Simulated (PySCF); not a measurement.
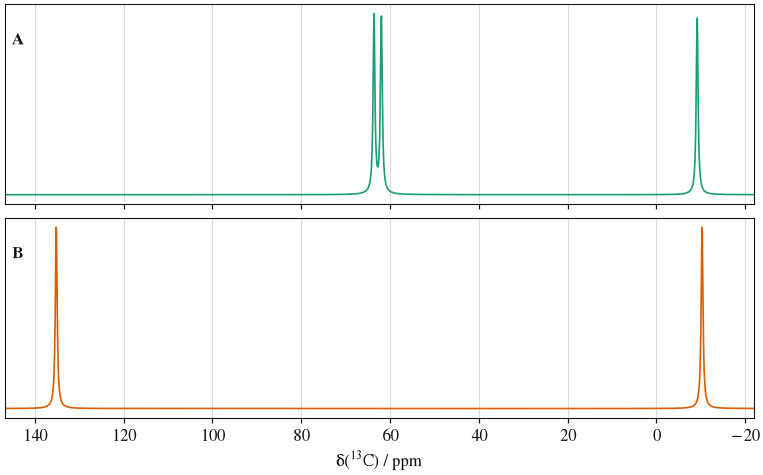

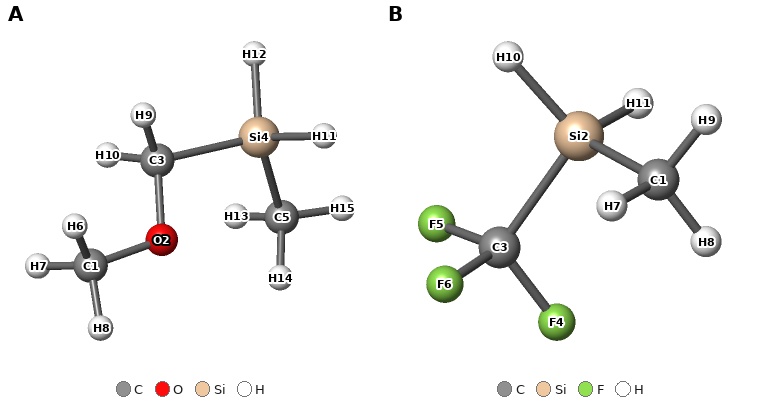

Related molecules: A is C₃H₁₀OSi, SMILES COC[SiH2]C; B is C₂H₅F₃Si, SMILES C[SiH2]C(F)(F)F. GIAO ¹³C shifts against TMS, PBE0/pcSseg-1, PySCF, at a PBE0-D3(BJ)/def2-SVP geometry (no frequency check); fully decoupled, line heights follow the number of nuclei within a panel, widths are arbitrary (no quadrupolar broadening); values of one conformer, averaged over nuclei that symmetry or rotation about single bonds exchange, these motions taken as fast; other conformers aren't averaged in.

> Assign the ¹³C signals of each molecule.

A: 63.6 (C1); 62.0 (C3); −9.2 (C5)
B: 135.2 (C3); −10.3 (C1)

The order of signals that lie close, as those under 2 ppm apart, is within the error of the method.
